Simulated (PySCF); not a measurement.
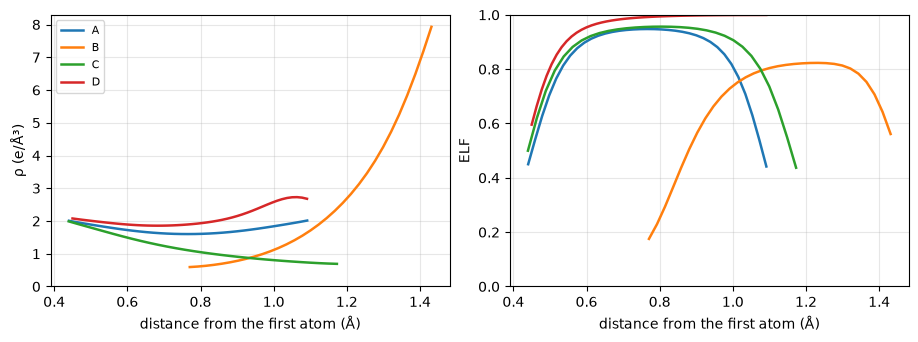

Figure. C4H8FSi (SMILES F[SiH-]C1CCC1) (charge −1). Electron density and electron localisation function along straight lines between neighbouring atoms. The curves leave out the atomic cores.

Geometry: GFN2-xTB, coordinate held.

Level of theory: revPBE/pcSseg-1, SCF density, in a methanol solvent model, non-relativistic in PySCF.

```yaml
atoms:
  - { symbol: F, position_ang: [2.8264, 0.8307, -0.3706] }
  - { symbol: Si, position_ang: [2.0503, -0.7280, -0.6374] }
  - { symbol: C, position_ang: [0.6150, -0.2050, 0.5824] }
  - { symbol: C, position_ang: [-0.6285, -1.0874, 0.3964] }
  - { symbol: C, position_ang: [-1.3216, 0.0854, -0.3046] }
  - { symbol: C, position_ang: [-0.2221, 1.0254, 0.2018] }
  - { symbol: H, position_ang: [1.3376, -0.0074, -1.7773] }
  - { symbol: H, position_ang: [0.9748, -0.1825, 1.6224] }
  - { symbol: H, position_ang: [-0.4863, -1.9870, -0.2124] }
  - { symbol: H, position_ang: [-1.1347, -1.3823, 1.3249] }
  - { symbol: H, position_ang: [-1.3127, -0.0199, -1.3909] }
  - { symbol: H, position_ang: [-2.3469, 0.3100, 0.0130] }
  - { symbol: H, position_ang: [-0.5476, 1.6364, 1.0535] }
  - { symbol: H, position_ang: [0.2183, 1.6865, -0.5463] }
```

Which curve belongs to which contact (C–C, C–H, C–Si and Si–F)? The first atom named is at distance zero.

Curve A: C–C (1.53 Å): ρ at the midpoint is about 1.6 e/Å³; the ELF peaks at about 0.95 between the atoms: a shared electron pair. Curve B: Si–F (1.76 Å): ρ at the midpoint is about 0.74 e/Å³; the ELF peaks at about 0.80 in the valence shell of F, 0.5 Å from its nucleus, and is about 0.50 at the midpoint. Curve C: C–Si (1.95 Å): ρ is about 0.83 e/Å³ halfway; the ELF peaks at about 0.95 between the atoms; localised, covalent bonding. Curve D: C–H (1.09 Å): ρ at the midpoint is about 1.9 e/Å³; the ELF climbs to about 1 towards the hydrogen, as it does in any bond to H: a covalent bond by its length.
